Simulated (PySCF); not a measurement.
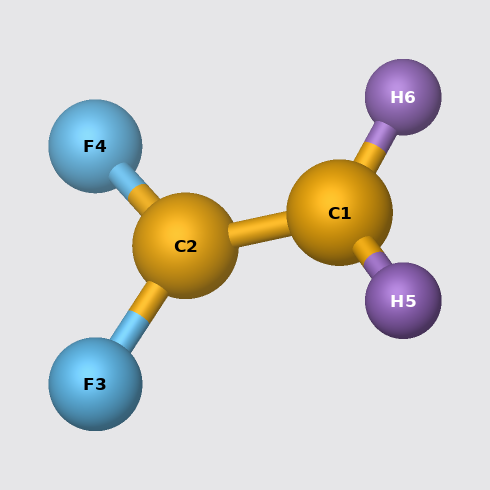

The computed structure is the end point of a GFN2-xTB optimisation. No frequency run is at hand to confirm it as a minimum. Level of theory: delta-SCF UKS SCAN, pcX-2 on the ionised atom, pcseg-1 elsewhere, spin-free X2C (PySCF 2.14.0).

Give the core-electron binding energies (to vacuum) of C1 1s, C2 1s, F3 1s.

```json
{"atom": "C1", "level": "1s", "binding energy (eV)": "291.1"}
{"atom": "C2", "level": "1s", "binding energy (eV)": "295.9"}
{"atom": "F3", "level": "1s", "binding energy (eV)": "694.3"}
```
